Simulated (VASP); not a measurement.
Band structure of Bi (a7). Level of theory: PBE GGA with D3 dispersion (Becke-Johnson damping), VASP's PBE PAW potentials (set 64) (plane waves; VASP).

Unless said otherwise, spin-orbit coupling is left out, though it shifts the bands of the heavy elements here.

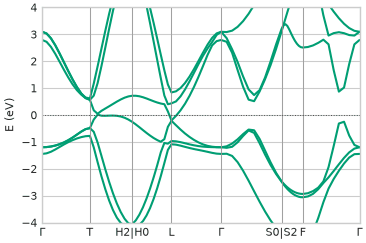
Figure. Bands along high-symmetry lines, zero at the valence-band maximum or, without a gap, the Fermi level

Problem. Read the plot: is there a gap, and where are the band edges?

Solution. It has no gap at this level: it comes out as a metal or semimetal. (Edges off the drawn lines would not show.)

The compound is Bi in the a7 structure. It was relaxed first.
